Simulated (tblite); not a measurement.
Run report: CH10N2OSi2, geometry relaxation (part 1 of 3)

The run: geometry relaxation of CH10N2OSi2. Method and program: GFN2-xTB geometry optimisation, gas phase (tblite 0.8.0).

It belongs to a series of runs on one base structure; here: constitutional isomer.

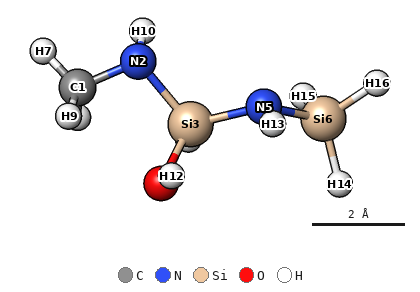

The starting structure (ball-and-stick view, seen at a tilt; atoms are numbered from 1 in the order of the input). Bond lengths as drawn: C–H 1.10 to 1.11 Å, C–N 1.45 Å, H–N 1.03 to 1.04 Å, H–O 1.01 Å, H–Si 1.46 to 1.49 Å, N–Si 1.76 to 1.81 Å and O–Si 1.72 Å.

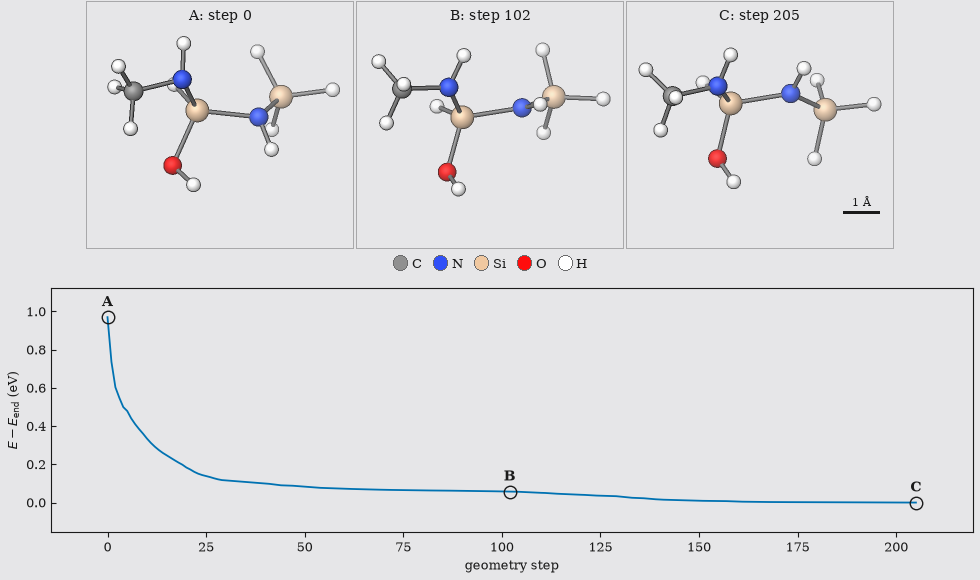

Frames of the relaxation (ball-and-stick view, seen at a tilt) above the curves, on which the letters mark them (steps are counted from 0).

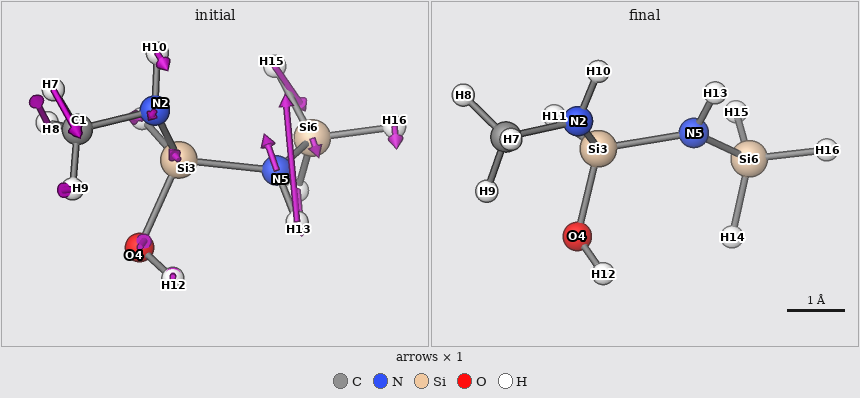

Before (left) and after (right) the relaxation, at one scale (ball-and-stick view, seen at a tilt). The pink arrows give the displacements, at true length. Over 205 geometry steps the energy falls by 0.970 eV. The largest force component goes from 2.2 to 0.008 eV/Å. The atom that moves furthest after the best rigid fit is H13 (2.32 Å). By element the largest moves are H 2.32 Å, N 0.73 Å, O 0.61 Å, Si 0.39 Å, C 0.24 Å. Among the contacts that change: Si3–O4 1.719 → 1.621 Å, N2–Si3 1.805 → 1.722 Å, O4–H12 1.013 → 0.954 Å, N5–Si6 1.777 → 1.724 Å. Among the angles that change: C1–N2–Si3 106.1° → 121.2°, Si3–N5–Si6 113.7° → 125.9°, N2–Si3–H11 105.7° → 117.6°. (Atoms are counted from 1 in the order of the input.)

The input and output of the run follow.

The input
```
{"job": {"kind": "relax", "xc": "GFN2-xTB", "basis": "xTB"}, "charge": 0, "multiplicity": 1}
C     -2.655400    -0.048500     0.156100
N     -1.458100     0.459900     0.792100
Si    -0.071700    -0.165800    -0.180500
O     -0.464900    -1.797700    -0.551300
N      1.429900    -0.152100     0.744500
Si     2.765400     0.685800    -0.074600
H     -3.545900     0.510300     0.506700
H     -2.527600     0.141900    -0.919200
H     -2.733600    -1.142300     0.297900
H     -1.486100     1.495400     0.730900
H     -0.054300     0.635800    -1.405900
H     -0.277600    -2.358300     0.271900
H      1.685100    -1.061500     1.159700
H      3.380600    -0.117800    -1.160000
H      2.239900     1.921400    -0.698200
H      3.766700     1.002400     0.987400
```

The first line tells a small driver script what to run in tblite; the rest is the geometry in Å.

Run as:
```bash
OMP_NUM_THREADS=1 python <driver script> task.json out
```

What the program printed
```
step      E/eV     max force
  0    -562.96909    2.564
  1    -563.20321    1.425
  2    -563.33604    0.774
  3    -563.39119    0.889
  4    -563.43979    0.411
  5    -563.46010    0.482
  6    -563.49854    0.563
  7    -563.52867    0.505
  8    -563.55477    0.487
  9    -563.57859    0.422
 10    -563.60442    0.486
 11    -563.62724    0.468
 12    -563.64696    0.440
 13    -563.66422    0.309
 14    -563.67933    0.316
 15    -563.69221    0.343
 16    -563.70454    0.278
 17    -563.71774    0.616
 18    -563.73010    0.316
 19    -563.74136    0.287
 20    -563.75598    0.271
 21    -563.76645    0.270
 22    -563.77872    0.259
 23    -563.78838    0.244
 24    -563.79539    0.220
 25    -563.80067    0.196
 26    -563.80607    0.215
 27    -563.81231    0.241
 28    -563.81772    0.165
 29    -563.82178    0.127
 30    -563.82341    0.116
 31    -563.82531    0.113
 32    -563.82674    0.099
 33    -563.82843    0.116
 34    -563.82994    0.118
 35    -563.83147    0.104
 36    -563.83290    0.100
 37    -563.83456    0.108
 38    -563.83622    0.130
 39    -563.83805    0.114
 40    -563.83938    0.106
 41    -563.84138    0.117
 42    -563.84414    0.142
 43    -563.84738    0.113
 44    -563.84910    0.159
 45    -563.84961    0.206
 46    -563.85060    0.073
 47    -563.85138    0.069
 48    -563.85296    0.137
 49    -563.85466    0.173
 50    -563.85635    0.139
 51    -563.85777    0.099
 52    -563.85938    0.095
 53    -563.86127    0.086
 54    -563.86242    0.115
 55    -563.86321    0.130
 56    -563.86402    0.071
 57    -563.86467    0.064
 58    -563.86521    0.057
 59    -563.86594    0.080
 60    -563.86685    0.076
 61    -563.86768    0.061
 62    -563.86830    0.070
 63    -563.86874    0.070
 64    -563.86920    0.067
 65    -563.86988    0.069
 66    -563.87050    0.051
 67    -563.87113    0.077
 68    -563.87158    0.056
 69    -563.87208    0.035
 70    -563.87231    0.039
 71    -563.87293    0.041
 72    -563.87332    0.038
 73    -563.87365    0.044
 74    -563.87397    0.047
 75    -563.87445    0.062
 76    -563.87503    0.065
 77    -563.87547    0.049
 78    -563.87572    0.046
 79    -563.87587    0.033
 80    -563.87600    0.034
 81    -563.87613    0.025
 82    -563.87623    0.024
 83    -563.87631    0.025
 84    -563.87643    0.032
 85    -563.87662    0.044
 86    -563.87690    0.050
 87    -563.87720    0.042
 88    -563.87744    0.026
 89    -563.87761    0.030
 90    -563.87774    0.028
 91    -563.87788    0.031
 92    -563.87807    0.033
 93    -563.87835    0.035
 94    -563.87874    0.044
 95    -563.87920    0.047
 96    -563.87962    0.045
 97    -563.87997    0.043
 98    -563.88038    0.049
 99    -563.88078    0.071
100    -563.88118    0.094
101    -563.88155    0.075
102    -563.88191    0.094
103    -563.88219    0.037
104    -563.88277    0.074
105    -563.88379    0.094
106    -563.88473    0.127
107    -563.88577    0.173
108    -563.88676    0.137
109    -563.88786    0.137
110    -563.88858    0.064
111    -563.88918    0.067
112    -563.89072    0.082
113    -563.89193    0.103
114    -563.89325    0.170
115    -563.89423    0.103
116    -563.89540    0.081
117    -563.89647    0.133
118    -563.89708    0.063
119    -563.89784    0.060
120    -563.89861    0.070
121    -563.89932    0.077
122    -563.90067    0.090
123    -563.90190    0.082
124    -563.90289    0.071
125    -563.90343    0.064
126    -563.90341    0.181
127    -563.90424    0.077
128    -563.90480    0.066
129    -563.90605    0.142
130    -563.90824    0.147
131    -563.91078    0.124
132    -563.91318    0.154
133    -563.91439    0.112
134    -563.91517    0.154
135    -563.91586    0.196
136    -563.91690    0.087
137    -563.91873    0.098
138    -563.92059    0.137
139    -563.92224    0.137
140    -563.92342    0.096
141    -563.92445    0.077
142    -563.92510    0.082
143    -563.92565    0.064
144    -563.92618    0.050
145    -563.92689    0.065
146    -563.92756    0.055
147    -563.92828    0.067
148    -563.92900    0.081
149    -563.92963    0.085
150    -563.93008    0.054
151    -563.93037    0.072
152    -563.93057    0.047
153    -563.93074    0.036
154    -563.93092    0.038
155    -563.93107    0.038
156    -563.93138    0.045
157    -563.93192    0.047
158    -563.93275    0.058
159    -563.93370    0.068
160    -563.93442    0.100
161    -563.93488    0.082
162    -563.93520    0.062
163    -563.93545    0.048
164    -563.93569    0.036
165    -563.93588    0.046
166    -563.93615    0.037
167    -563.93642    0.040
168    -563.93665    0.044
169    -563.93685    0.033
170    -563.93701    0.028
171    -563.93710    0.027
172    -563.93714    0.017
173    -563.93718    0.024
174    -563.93721    0.015
175    -563.93725    0.014
176    -563.93729    0.018
177    -563.93733    0.024
178    -563.93739    0.031
179    -563.93746    0.030
180    -563.93755    0.025
181    -563.93763    0.021
182    -563.93771    0.017
183    -563.93779    0.020
184    -563.93785    0.016
185    -563.93790    0.017
186    -563.93797    0.018
187    -563.93806    0.027
188    -563.93819    0.033
189    -563.93831    0.028
190    -563.93842    0.021
191    -563.93850    0.019
192    -563.93857    0.026
193    -563.93863    0.021
194    -563.93867    0.017
195    -563.93871    0.018
196    -563.93875    0.020
197    -563.93882    0.026
198    -563.93890    0.023
199    -563.93900    0.021
200    -563.93910    0.023
201    -563.93921    0.030
202    -563.93930    0.027
203    -563.93936    0.016
204    -563.93940    0.012
205    -563.93942    0.009
```

Trajectory as extended XYZ (Å, eV, eV/Å), 30 of the 206 frames kept, from step=0 to step=205
```
16
Properties=species:S:1:pos:R:3:forces:R:3 step=0 energy=-562.96909
C    -2.6554   -0.0485    0.1561   -0.4570   0.3190  -0.4990
N    -1.4581    0.4599    0.7921    1.4110   0.2460  -0.5630
Si   -0.0717   -0.1658   -0.1805   -0.7860  -1.0590   0.9340
O    -0.4649   -1.7977   -0.5513    1.0440   0.7040   2.2330
N     1.4299   -0.1521    0.7445    0.2810  -0.0390  -1.0110
Si    2.7654    0.6858   -0.0746   -0.1500  -0.1910   0.6100
H    -3.5459    0.5103    0.5067    0.3900  -0.6070  -0.0240
H    -2.5276    0.1419   -0.9192   -0.7480  -0.2900  -0.0690
H    -2.7336   -1.1423    0.2979   -0.1170   0.7690   0.1030
H    -1.4861    1.4954    0.7309    0.0720  -0.9370   0.3590
H    -0.0543    0.6358   -1.4059    0.1630  -0.4390  -0.0510
H    -0.2776   -2.3583    0.2719   -0.4990   0.9910  -1.8680
H     1.6851   -1.0615    1.1597   -0.2100   0.9010  -0.3150
H     3.3806   -0.1178   -1.1600   -0.1090   0.0970   0.2550
H     2.2399    1.9214   -0.6982    0.0910  -0.2900   0.2620
H     3.7667    1.0024    0.9874   -0.3770  -0.1740  -0.3570
16
Properties=species:S:1:pos:R:3:forces:R:3 step=7 energy=-563.52867
C    -2.6696   -0.0178    0.1078   -0.0850   0.0300   0.2230
N    -1.4398    0.4432    0.7410    0.2270   0.0360  -0.3700
Si   -0.0777   -0.1572   -0.1500   -0.0710  -0.4920   0.0900
O    -0.4072   -1.7231   -0.4899    0.0550  -0.0650   0.0870
N     1.4576   -0.1078    0.6433   -0.2160   0.0880   0.0880
Si    2.7959    0.6950   -0.0767   -0.0170   0.0380   0.1950
H    -3.5210    0.4829    0.5547   -0.1350   0.1250  -0.0100
H    -2.6879    0.1107   -0.9857   -0.0340   0.0610   0.3030
H    -2.7557   -1.0810    0.3220   -0.0310  -0.0110  -0.1150
H    -1.4328    1.4502    0.8489   -0.1300  -0.1380   0.1430
H     0.0004    0.4878   -1.4384    0.0790  -0.0300  -0.3970
H    -0.3096   -2.3833    0.1974   -0.0410   0.1470  -0.1680
H     1.6708   -0.9471    1.1577    0.0500   0.1130   0.1110
H     3.3856   -0.1202   -1.1228    0.2280  -0.1320  -0.2210
H     2.2416    1.9061   -0.6459    0.0030   0.2390  -0.0620
H     3.7418    0.9706    0.9939    0.1200  -0.0090   0.1040
16
Properties=species:S:1:pos:R:3:forces:R:3 step=14 energy=-563.67933
C    -2.7241    0.0132    0.1443   -0.0850  -0.0700  -0.1280
N    -1.4126    0.4384    0.5923   -0.0490  -0.0600   0.1670
Si   -0.0557   -0.2020   -0.2532   -0.1580  -0.2330   0.1440
O    -0.3773   -1.7760   -0.5384    0.0690  -0.0930   0.0280
N     1.4321   -0.0114    0.6234   -0.0230  -0.0510  -0.0240
Si    2.8261    0.7235   -0.0712    0.0310   0.0580   0.0780
H    -3.5420    0.5320    0.6433    0.2150   0.0080   0.1820
H    -2.8610    0.1506   -0.9286    0.0330   0.1400  -0.1570
H    -2.8165   -1.0557    0.3203   -0.0820  -0.0880   0.1060
H    -1.4238    1.3481    1.0222    0.1570  -0.0150  -0.1200
H     0.0965    0.2665   -1.6130    0.0100   0.0830  -0.2340
H    -0.3486   -2.4359    0.1515   -0.0210   0.1220  -0.0350
H     1.6687   -0.7726    1.2402   -0.1890   0.0220   0.0930
H     3.4665   -0.1063   -1.1055   -0.0110   0.0980   0.0170
H     2.2968    1.9708   -0.6062    0.1330   0.0830  -0.0800
H     3.7672    0.9257    1.0361   -0.0280  -0.0060  -0.0370
16
Properties=species:S:1:pos:R:3:forces:R:3 step=21 energy=-563.76645
C    -2.7394    0.0145    0.1586   -0.0350   0.0270   0.0470
N    -1.3928    0.3452    0.5790    0.0010   0.1050   0.1080
Si   -0.0675   -0.2677   -0.3315    0.0400  -0.0660   0.0740
O    -0.3353   -1.8513   -0.5876    0.0030  -0.1320   0.0430
N     1.3832   -0.0016    0.5826    0.2540   0.0920  -0.0010
Si    2.8057    0.7531   -0.0425    0.2230   0.0170  -0.0660
H    -3.4631    0.5607    0.7599   -0.0370   0.0170  -0.0210
H    -2.9107    0.2339   -0.9014   -0.0550  -0.0010   0.1070
H    -2.9024   -1.0510    0.3184    0.0000  -0.0260  -0.1070
H    -1.3440    1.2684    0.9849    0.1250  -0.1000  -0.1310
H     0.1126    0.1876   -1.6961   -0.0340   0.0670  -0.1050
H    -0.3814   -2.4402    0.1617   -0.0380  -0.0330  -0.0510
H     1.5468   -0.6631    1.3290   -0.0620   0.1470  -0.0740
H     3.4934   -0.0333   -1.0905   -0.1260   0.0390   0.0920
H     2.4159    2.0438   -0.6299   -0.0130  -0.1360   0.1340
H     3.7714    0.9101    1.0627   -0.2450  -0.0150  -0.0480
16
Properties=species:S:1:pos:R:3:forces:R:3 step=28 energy=-563.81772
C    -2.7550    0.0240    0.2005    0.0950   0.0970  -0.0640
N    -1.3620    0.2527    0.5403    0.0370   0.1020   0.1030
Si   -0.0497   -0.3524   -0.4040   -0.0800   0.0690  -0.1270
O    -0.2737   -1.9490   -0.6136    0.0200  -0.0560  -0.0150
N     1.3750    0.0409    0.5041   -0.0190  -0.0520   0.0310
Si    2.8331    0.7789   -0.0381   -0.0060  -0.0500  -0.0680
H    -3.4065    0.5827    0.8727    0.0480  -0.1260   0.0770
H    -2.9875    0.3401   -0.8203   -0.0170  -0.0140  -0.0590
H    -2.9778   -1.0421    0.2805    0.0520   0.1000   0.0010
H    -1.2111    1.1768    0.9201   -0.0930  -0.0530  -0.0490
H     0.1106    0.1063   -1.7805   -0.0240  -0.0480   0.0990
H    -0.4420   -2.4950    0.1494   -0.0190  -0.0650  -0.0090
H     1.4328   -0.4432    1.3856    0.0410   0.0590   0.0220
H     3.5022    0.0028   -1.0878    0.0190  -0.0460   0.0120
H     2.5063    2.0917   -0.5869   -0.0510   0.0970  -0.0070
H     3.6978    0.8937    1.1354   -0.0040  -0.0140   0.0530
```
